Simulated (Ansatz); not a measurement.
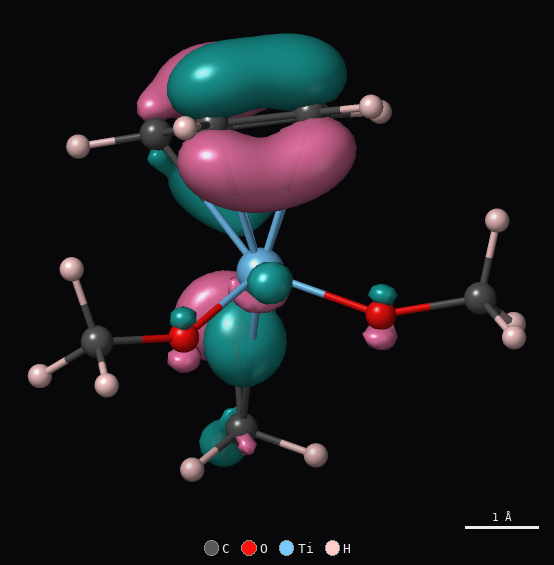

C$_{8}$H$_{14}$O$_{3}$Ti. One frontier orbital at ±0.15 Å⁻³ᐟ² (teal and pink are the two phases), seen at an oblique angle.

Geometry: PBE0-D4/def2-TZVP.

These are results of RKS PBE0-D4/def2-TZVPP in Ansatz, not measurements.

| atom | x (Å) | y (Å) | z (Å) |
| --- | --- | --- | --- |
| C | -2.4532 | -0.5126 | 1.7748 |
| O | -1.2765 | 0.0457 | 1.3058 |
| Ti | 0.0657 | 0.0074 | 0.1088 |
| O | 1.4034 | -0.8746 | 0.9949 |
| C | 1.8764 | -0.4824 | 2.2510 |
| O | 0.6427 | 1.7101 | 0.0632 |
| C | 1.2674 | 2.7293 | -0.6344 |
| C | 0.6821 | -0.4543 | -2.1440 |
| C | 0.4817 | -1.6962 | -1.5125 |
| C | -0.8739 | -1.7862 | -1.1441 |
| C | -1.5196 | -0.6023 | -1.5673 |
| C | -0.5598 | 0.2192 | -2.1843 |
| H | -2.2456 | -1.3051 | 2.5038 |
| H | -3.0468 | -0.9493 | 0.9605 |
| H | -3.0638 | 0.2529 | 2.2671 |
| H | 1.0794 | -0.5065 | 3.0055 |
| H | 2.6728 | -1.1640 | 2.5696 |
| H | 2.2840 | 0.5366 | 2.2262 |
| H | 2.3486 | 2.7207 | -0.4515 |
| H | 0.8746 | 3.7015 | -0.3150 |
| H | 1.1069 | 2.6366 | -1.7169 |
| H | 1.6256 | -0.0708 | -2.5039 |
| H | 1.2504 | -2.4133 | -1.2715 |
| H | -1.3313 | -2.6018 | -0.6035 |
| H | -2.5573 | -0.3507 | -1.4050 |
| H | -0.7339 | 1.2100 | -2.5772 |

Q: Which orbital is it: HOMO or LUMO?

A: The HOMO, at −6.88 eV. By Hirshfeld shares it lies mainly on O4 (about 20 %), C9 (about 20 %), C11 (about 15 %), C12 (about 15 %) and Ti3 (about 10 %).
